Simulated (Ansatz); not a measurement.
## Run report: C3H3IO, geometry relaxation

System: C3H3IO.
Method: RKS r2SCAN-D4/def2-SVP (Ansatz 0.2.0).

It belongs to a series of runs on one base structure; here: end point A relaxed. Figures and captions count atoms from 1; the log counts them from 0 in places.

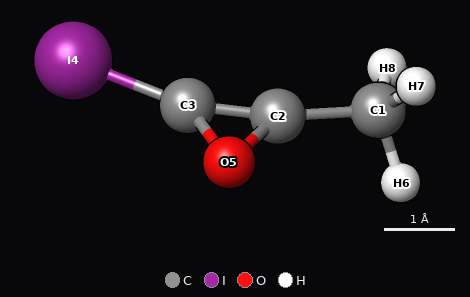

**Figure 1.** The structure as given in the input (ball-and-stick view, seen at a tilt; atoms are numbered from 1 in the order of the input). Bond lengths as drawn: C–C 1.31 to 1.48 Å, C–H 1.05 to 1.13 Å, C–I 1.81 Å and C–O 1.38 to 1.40 Å.

Input:
```yaml
crystal:
  periodic: [false, false, false]
  atoms:
    - { symbol: C, position_ang: [0.2292, -0.6646, 1.0094] }
    - { symbol: C, position_ang: [0.0287, 0.188, -0.1795] }
    - { symbol: C, position_ang: [-0.3561, 0.7035, -1.3157] }
    - { symbol: I, position_ang: [-1.2126, 0.8785, -2.9032] }
    - { symbol: O, position_ang: [0.678, 1.3242, -0.6117] }
    - { symbol: H, position_ang: [-0.0177, -0.0205, 1.9001] }
    - { symbol: H, position_ang: [1.2216, -1.0218, 1.0719] }
    - { symbol: H, position_ang: [-0.479, -1.4445, 0.9728] }
basis:
  gaussian: { orbitals: def2-SVP }
hamiltonian:
  xc: r2scan
  dispersion: d4
relax:
  f_tol: 0.02
  max_steps: 50
output:
  orbitals: {}
```

Run on 2 threads of Intel Xeon @ 2.50GHz (Skylake/Cascade Lake), 16 GiB of memory available, shared host.

Launch command:
```bash
ansatz run input.yaml --threads 2 --pin off --max-ram 3072MiB --backend cpu --events-out ev --progress --plain --runs-dir out
```

The program's output:
```
The last accepted step is kept in [file] (removed where the run ends without a failure and the disk answers)
Engine: ansatz 0.2.0, x86_64-unknown-linux-gnu
Functional definition: r2SCAN
  parameter k0 = 0.174
  parameter k1 = 0.065
  parameter a1 = 4.9479
  exchange = r2scan_x(k0 = k0, k1 = k1, a1 = a1)
  correlation = r2scan_c
1107 factors; their error is unknown
mean field evaluation 1: about -13288.8972 eV, gradient 6.1e1 eV
mean field evaluation 2: about -13226.5303 eV, gradient 1.5e2 eV
mean field evaluation 4: about -13298.2683 eV, gradient 1.3e1 eV
mean field evaluation 8: about -13298.6525 eV, gradient 1.7e-1 eV
mean field evaluation 16: about -13298.6178 eV, gradient 3.0e-4 eV
mean field -13298.61781751 eV, -488.7151906665 hartree, gradient 2.4e-5 eV, S^2 0.000000; 0 other end points of the search recorded, 0 dependent functions left out
the calculation of the forces begins
reference -13298.61782599 eV, -488.7151909783 hartree; 27, 27 occupied and 70, 70 virtual orbitals, 1107 factors
relax step   1: F+E_penalty+E_count = -13298.66143705 eV  Δ(F+E_penalty+E_count) = +0.000e0 eV  max|allowed force component| = 6.030e0 eV/Å  Δτ_max = 0.0000 Å  (31 SCF iters, accepted)
these checks for a lower state are left out or cut short: starts, cluster_reference, orbital_swaps, neighbouring_geometries, increment
1107 factors; their error is unknown
mean field -13299.57620763 eV, -488.7504108538 hartree, gradient 1.9e-5 eV, S^2 0.000000; 0 other end points of the search recorded, 0 dependent functions left out
the calculation of the forces begins
reference -13299.57621622 eV, -488.7504111695 hartree; 27, 27 occupied and 70, 70 virtual orbitals, 1107 factors
relax step   2: F+E_penalty+E_count = -13299.61911260 eV  Δ(F+E_penalty+E_count) = -9.577e-1 eV  max|allowed force component| = 2.127e0 eV/Å  Δτ_max = 0.1385 Å  (39 SCF iters, accepted)
these checks for a lower state are left out or cut short: starts, cluster_reference, orbital_swaps, neighbouring_geometries, increment
1107 factors; their error is unknown
mean field evaluation 32: about -13299.0372 eV, gradient 8.1e-5 eV
mean field -13299.03716737 eV, -488.7306014896 hartree, gradient 1.6e-5 eV, S^2 0.000000; 0 other end points of the search recorded, 0 dependent functions left out
the calculation of the forces begins
reference -13299.03717591 eV, -488.7306018036 hartree; 27, 27 occupied and 70, 70 virtual orbitals, 1107 factors
relax step   3: F+E_penalty+E_count = -13299.08082742 eV  Δ(F+E_penalty+E_count) = +5.383e-1 eV  max|allowed force component| = 5.446e0 eV/Å  Δτ_max = 0.2000 Å  (37 SCF iters, rejected (line search))
these checks for a lower state are left out or cut short: starts, cluster_reference, orbital_swaps, neighbouring_geometries, increment
1107 factors; their error is unknown
mean field -13299.70895854 eV, -488.7552893597 hartree, gradient 2.2e-5 eV, S^2 0.000000; 0 other end points of the search recorded, 0 dependent functions left out
the calculation of the forces begins
reference -13299.70896714 eV, -488.7552896758 hartree; 27, 27 occupied and 70, 70 virtual orbitals, 1107 factors
relax step   4: F+E_penalty+E_count = -13299.75172681 eV  Δ(F+E_penalty+E_count) = -1.326e-1 eV  max|allowed force component| = 2.428e-1 eV/Å  Δτ_max = 0.0629 Å  (30 SCF iters, accepted)
these checks for a lower state are left out or cut short: starts, cluster_reference, orbital_swaps, neighbouring_geometries, increment
1107 factors; their error is unknown
mean field -13299.71253355 eV, -488.7554207390 hartree, gradient 2.1e-5 eV, S^2 0.000000; 0 other end points of the search recorded, 0 dependent functions left out
the calculation of the forces begins
reference -13299.71254215 eV, -488.7554210549 hartree; 27, 27 occupied and 70, 70 virtual orbitals, 1107 factors
relax step   5: F+E_penalty+E_count = -13299.75526616 eV  Δ(F+E_penalty+E_count) = -3.539e-3 eV  max|allowed force component| = 7.424e-2 eV/Å  Δτ_max = 0.0141 Å  (32 SCF iters, accepted)
these checks for a lower state are left out or cut short: starts, cluster_reference, orbital_swaps, neighbouring_geometries, increment
1107 factors; their error is unknown
mean field -13299.71294950 eV, -488.7554360249 hartree, gradient 1.7e-5 eV, S^2 0.000000; 0 other end points of the search recorded, 0 dependent functions left out
the calculation of the forces begins
reference -13299.71295809 eV, -488.7554363406 hartree; 27, 27 occupied and 70, 70 virtual orbitals, 1107 factors
relax step   6: F+E_penalty+E_count = -13299.75568723 eV  Δ(F+E_penalty+E_count) = -4.211e-4 eV  max|allowed force component| = 2.759e-2 eV/Å  Δτ_max = 0.0077 Å  (32 SCF iters, accepted)
these checks for a lower state are left out or cut short: starts, cluster_reference, orbital_swaps, neighbouring_geometries, increment
1107 factors; their error is unknown
mean field -13299.71302009 eV, -488.7554386189 hartree, gradient 1.8e-5 eV, S^2 0.000000; 0 other end points of the search recorded, 0 dependent functions left out
the calculation of the forces begins
reference -13299.71302868 eV, -488.7554389347 hartree; 27, 27 occupied and 70, 70 virtual orbitals, 1107 factors
relax step   7: F+E_penalty+E_count = -13299.75575975 eV  Δ(F+E_penalty+E_count) = -7.251e-5 eV  max|allowed force component| = 1.120e-2 eV/Å  Δτ_max = 0.0030 Å  (34 SCF iters, accepted)
1107 factors; their error is unknown
mean field evaluation 64: about -13299.7492 eV, gradient 2.2e-1 eV
```

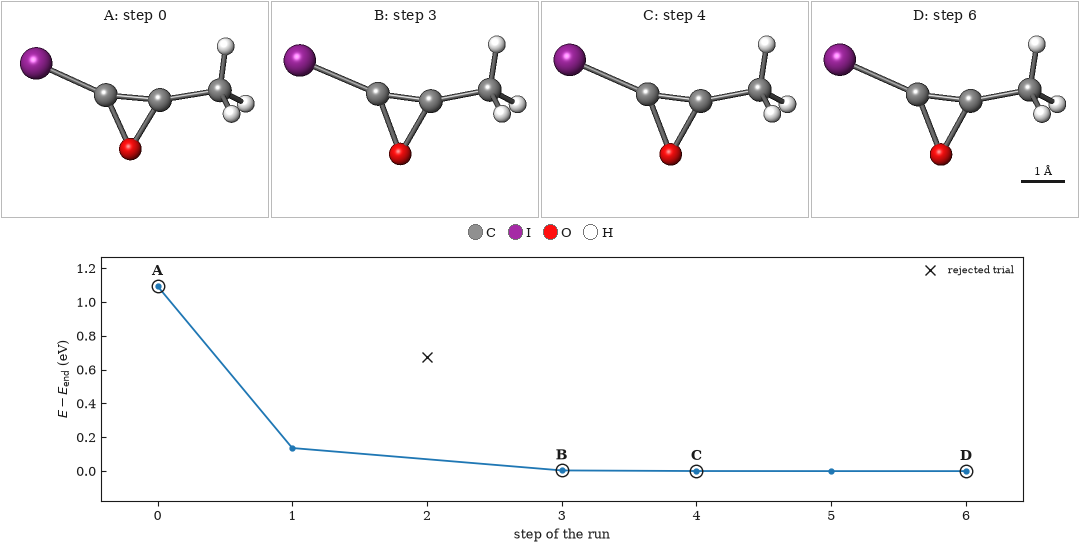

**Figure 2.** Frames of the relaxation (ball-and-stick view, seen at a tilt) above the curves, on which the letters mark them (the first geometry is step 0 here and step 1 in the log).

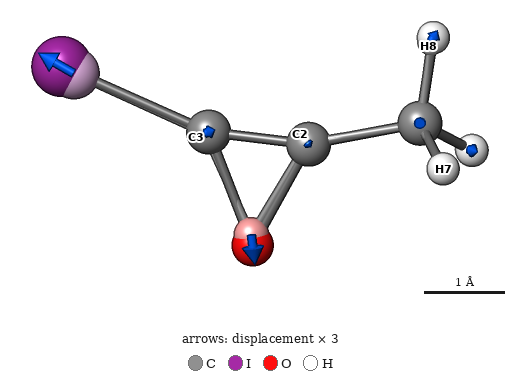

**Figure 3.** Start (faint) and end (solid) with the displacements as blue arrows, magnified 3 times (ball-and-stick view, seen at a tilt). The two geometries are laid on each other by the best rigid fit. After 6 geometry steps the energy has fallen by 1.094 eV. The largest force component goes from 6 to 0.011 eV/Å. The line search rejected the trial step at point 2 (counted from 0) and went back. I4 moves most after the best rigid fit: 0.17 Å. Largest moves by element: I 0.17 Å, O 0.13 Å, H 0.06 Å, C 0.05 Å. Among the contacts that change: C3–I4 1.812 → 2.020 Å, C3–O5 1.397 → 1.520 Å, C2–O5 1.378 → 1.477 Å, C1–H7 1.057 → 1.104 Å. Among the angles that change: C2–O5–C3 56.1° → 50.6°, C2–C1–H6 106.1° → 110.0°, I4–C3–O5 138.5° → 134.6°. (Atoms are counted from 1 in the order of the input.)

```
mean field -13299.71302009 eV, -488.7554386189 hartree, gradient 2.0e-5 eV, S^2 0.000000; 1 other end points of the search recorded, 0 dependent functions left out
the calculation of the forces begins
reference -13299.71302868 eV, -488.7554389347 hartree; 27, 27 occupied and 70, 70 virtual orbitals, 1107 factors
Total energy: -13299.75576834 eV, -488.7570095883 hartree
Atom 0 at     0.195788    -0.644577     1.017315 Å, force    -0.001065     0.005185    -0.011195 eV/Å
Atom 1 at     0.049988     0.190971    -0.162264 Å, force    -0.010344    -0.007556     0.009720 eV/Å
Atom 2 at    -0.350845     0.665978    -1.283505 Å, force     0.006889    -0.002491     0.002242 eV/Å
Atom 3 at    -1.300382     0.878425    -3.053695 Å, force     0.002218     0.002450     0.001536 eV/Å
Atom 4 at     0.761207     1.419269    -0.571893 Å, force    -0.001142     0.000387    -0.003933 eV/Å
Atom 5 at     0.013938    -0.047985     1.927851 Å, force     0.000381     0.000455     0.000916 eV/Å
Atom 6 at     1.228326    -1.029251     1.080465 Å, force     0.001638     0.001134    -0.001512 eV/Å
Atom 7 at    -0.505920    -1.490030     0.989826 Å, force     0.001424     0.000435     0.002226 eV/Å
Dipole moment:    -0.282228    -0.476384     0.122143 e Å
```

Trajectory as extended XYZ (Å, eV, eV/Å), 7 frames, from step=1 to step=7:
```
8
Properties=species:S:1:pos:R:3:forces:R:3 step=1 energy=-13298.66144
C     0.2292   -0.6646    1.0094   -1.4233   2.8079  -0.2680
C     0.0287    0.1880   -0.1795   -1.4157  -2.0354  -0.2184
C    -0.3561    0.7035   -1.3157    0.7395  -3.3734   5.6958
I    -1.2126    0.8785   -2.9032   -3.1702   0.7928  -6.0298
O     0.6780    1.3242   -0.6117    4.2325   4.2618   0.9247
H    -0.0177   -0.0205    1.9001    0.4123  -0.4912  -0.3172
H     1.2216   -1.0218    1.0719    1.5913  -0.5188   0.1541
H    -0.4790   -1.4445    0.9728   -0.9664  -1.4437   0.0588
8
Properties=species:S:1:pos:R:3:forces:R:3 step=2 energy=-13299.61911
C     0.2107   -0.6544    1.0183   -0.5799   0.9582  -0.1588
C     0.0385    0.1890   -0.1672   -0.7742  -1.1370  -0.0183
C    -0.3444    0.6869   -1.2955   -0.5757  -1.3393   0.8855
I    -1.2742    0.8895   -3.0267   -0.4364   0.1548  -0.8950
O     0.7188    1.3675   -0.5808    1.9569   2.1267   0.3010
H     0.0098   -0.0410    1.9249    0.1412  -0.1691  -0.1687
H     1.2349   -1.0200    1.0775    0.4235  -0.1901   0.0311
H    -0.5019   -1.4748    0.9936   -0.1555  -0.4041   0.0231
8
Properties=species:S:1:pos:R:3:forces:R:3 step=3 energy=-13299.08083 accepted=F
C     0.1773   -0.6119    0.9693    1.0555  -2.7885   4.0083
C     0.0739    0.1606   -0.1168    1.3396   1.5667   0.6170
C    -0.4014    0.5458   -1.1657   -1.3277   3.1080  -5.4461
I    -1.1992    0.8717   -2.9665   -0.4625  -0.1791  -0.4566
O     0.7373    1.4448   -0.5925   -0.7354  -1.3599   0.4798
H     0.0251   -0.0197    1.8810    0.0358  -0.0073   0.3260
H     1.2098   -0.9981    0.9855    0.1038  -0.2747   0.4489
H    -0.5307   -1.4504    0.9498   -0.0092  -0.0652   0.0228
8
Properties=species:S:1:pos:R:3:forces:R:3 step=4 energy=-13299.75173
C     0.1969   -0.6444    1.0174    0.0959   0.0151   0.1507
C     0.0575    0.1897   -0.1585   -0.2223   0.0451  -0.2428
C    -0.3602    0.6546   -1.2798    0.0944  -0.0155   0.1280
I    -1.2852    0.8873   -3.0523   -0.0924  -0.0221  -0.1156
O     0.7444    1.4246   -0.5874    0.1161   0.0404   0.1088
H     0.0205   -0.0513    1.9323    0.0000   0.0075  -0.0226
H     1.2271   -1.0329    1.0799    0.0302  -0.0364   0.0201
H    -0.5088   -1.4849    0.9924   -0.0218  -0.0341  -0.0266
8
Properties=species:S:1:pos:R:3:forces:R:3 step=5 energy=-13299.75527
C     0.1974   -0.6447    1.0179    0.0308   0.0244   0.0101
C     0.0541    0.1919   -0.1616   -0.0742  -0.0314  -0.0399
C    -0.3540    0.6633   -1.2826    0.0188  -0.0152   0.0255
I    -1.2974    0.8806   -3.0552   -0.0097  -0.0101  -0.0005
O     0.7544    1.4234   -0.5781    0.0503   0.0298   0.0335
H     0.0169   -0.0497    1.9302   -0.0050   0.0011  -0.0133
H     1.2280   -1.0348    1.0850   -0.0051   0.0072  -0.0148
H    -0.5074   -1.4872    0.9884   -0.0060  -0.0058  -0.0007
8
Properties=species:S:1:pos:R:3:forces:R:3 step=6 energy=-13299.75569
C     0.1965   -0.6447    1.0176    0.0028   0.0158  -0.0201
C     0.0521    0.1917   -0.1621   -0.0276  -0.0158   0.0000
C    -0.3510    0.6660   -1.2832    0.0085  -0.0108   0.0107
I    -1.3007    0.8773   -3.0538    0.0043   0.0006   0.0073
O     0.7597    1.4215   -0.5729    0.0105   0.0067   0.0037
H     0.0143   -0.0485    1.9284    0.0016  -0.0016  -0.0025
H     1.2281   -1.0319    1.0819   -0.0025   0.0049  -0.0029
H    -0.5070   -1.4887    0.9882    0.0023   0.0002   0.0039
8
Properties=species:S:1:pos:R:3:forces:R:3 step=7 energy=-13299.75576
C     0.1958   -0.6446    1.0173   -0.0011   0.0052  -0.0112
C     0.0500    0.1910   -0.1623   -0.0103  -0.0076   0.0097
C    -0.3508    0.6660   -1.2835    0.0069  -0.0025   0.0022
I    -1.3004    0.8784   -3.0537    0.0022   0.0024   0.0015
O     0.7612    1.4193   -0.5719   -0.0011   0.0004  -0.0039
H     0.0139   -0.0480    1.9279    0.0004   0.0005   0.0009
H     1.2283   -1.0293    1.0805    0.0016   0.0011  -0.0015
H    -0.5059   -1.4900    0.9898    0.0014   0.0004   0.0022
```

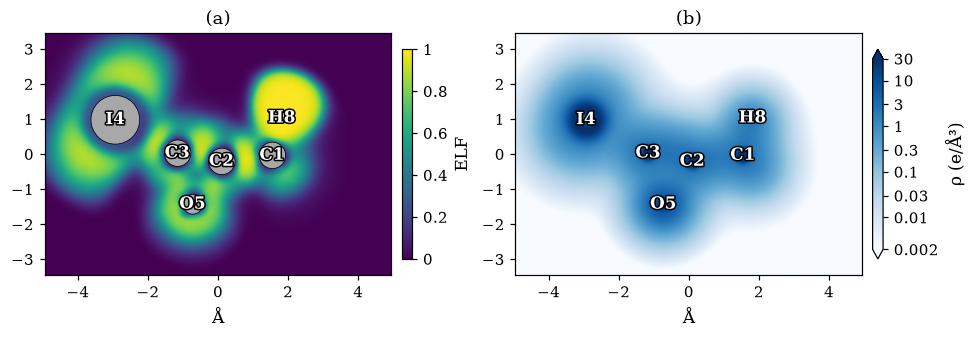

**Figure 4.** (a) ELF; (b) electron density on the plane of atoms C2, O5 and C3. Grey discs, where drawn, cover atomic cores. The section cuts through C, I, O and H sites. C–I (2.02 Å): ρ is about 0.91 e/Å³ halfway; the ELF peaks at about 0.90 between the atoms.

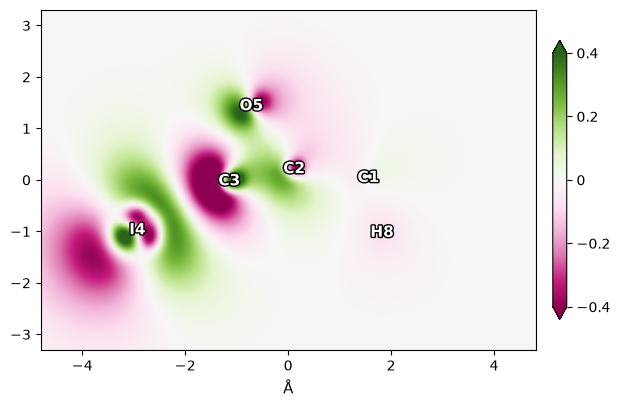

**Figure 5.** The LUMO on the plane of atoms C2, C3 and O5 (values in Å⁻³ᐟ²; the overall sign is arbitrary). It lies mainly on I4 (65 %) and C3 (25 %). Its energy is −1.83 eV.

Results in brief:

| quantity | value |
| --- | --- |
| outcome | converged |
| total energy | −13299.7558 eV |
| mean-field energy | −13299.7130 eV |
| largest force (length of the vector) at the end | 0.016 eV/Å |
| wall time | 26 s (CPU time 50 s) |
| peak memory | 0.17 GiB |
